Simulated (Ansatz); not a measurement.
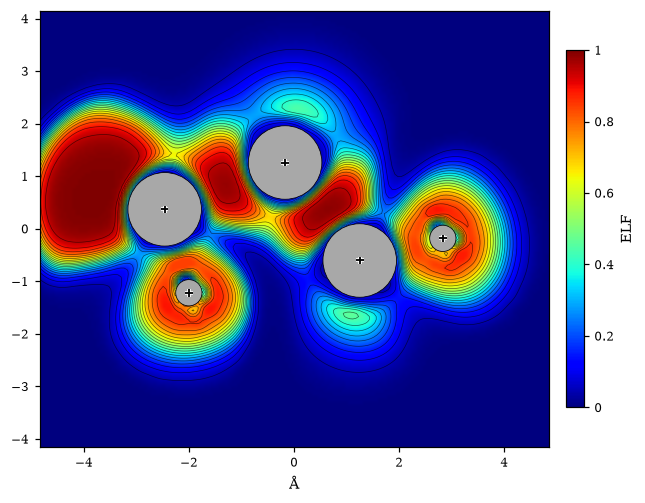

The ELF on a plane through atoms (crosses mark nuclei in the plane; grey discs cover the cores).

These are results of Ansatz, isolated molecule in a Gaussian basis; Kohn-Sham density functional theory, functional PBE0, not measurements.

Candidates:
A. ClH₃Si₃ (SMILES [SiH2+]/[Si]=[SiH]/Cl) (charge +1, doublet)
B. F₂H₄Si₃ (SMILES F[Si][SiH2][SiH2]F)
C. ClFGe₂H (SMILES [F]/[Ge]=[GeH]/[Cl]) (doublet)

Which candidate gave the map?

Candidate B: F₂H₄Si₃ on the plane of atoms F1, Si3 and Si4, which holds F and Si. Si–F (1.64 Å): the ELF peaks at about 0.85 in the valence shell of F, 0.6 Å from its nucleus, and is about 0.50 at the midpoint. Si–Si (2.34 Å): the ELF peaks at about 1 between the atoms; a covalent bond.
